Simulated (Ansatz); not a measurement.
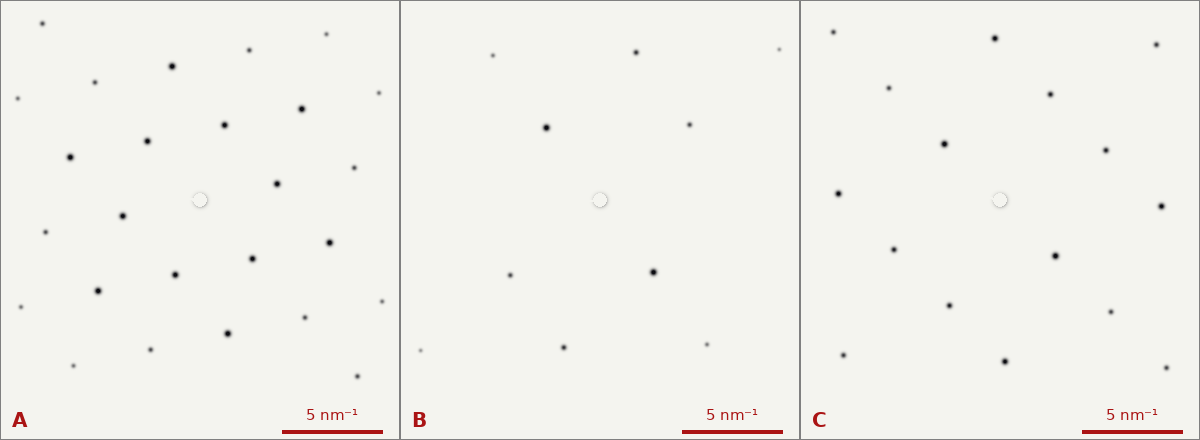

Simulated selected-area electron diffraction patterns (120 kV, kinematic approximation, thin crystal, B = 0.5 Å² for all atoms).

All three come from Ti, space group P6_3/mmc (No. 194), a = 2.93 Å, c = 4.62 Å (hexagonal axes). Structure: the input geometry of an electronic-structure calculation (not necessarily at equilibrium).

```
Ti
1.0
     2.92996    0.00000    0.00000
    -1.46498    2.53742    0.00000
     0.00000    0.00000    4.62180
Ti
2
Direct
  0.33333 0.66667 0.75000
  0.66667 0.33333 0.25000
```

> Assign the zone axes [001], [201], [311] to A, B and C.

A is [001]: hexagonal net of 1 -1 0 at d = 2.54 Å and 1 0 0 at d = 2.54 Å, at 60.0°. B is [311]: oblique net of 0 -1 1 at d = 2.22 Å and -1 1 2 at d = 1.71 Å, at 86.5°. C is [201]: centred rectangular net of 0 1 0 at d = 2.54 Å and 1 0 -2 at d = 1.71 Å, at 70.3°.
